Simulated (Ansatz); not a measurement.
Take Au in the fcc (Cu type) structure (space group Fm-3m, No. 225; a = 4.083 Å; relaxed with 0.1 eV smearing) as the base. Axes: x, y, z lie along the cube axes.

Structures relaxed with Kohn–Sham DFT with the PBEsol functional, run in Ansatz (a first-principles code) with PAW and 420 eV plane waves, spin-orbit coupling left out.

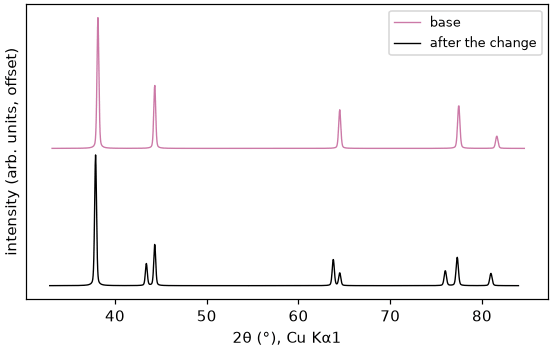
Simulated powder patterns before (top) and after one change

What was done to the base?
A. uniaxial strain ε_zz = −2.50 %
B. uniaxial strain ε_zz = −0.50 %
C. uniaxial strain ε_zz = +2.00 %

C, uniaxial strain ε_zz = +2.00 %. Its volume per atom is 17.36 Å³ against 17.02 Å³, and its space group is I4/mmm (No. 139).

Whether these cells are dynamically stable was not tested.
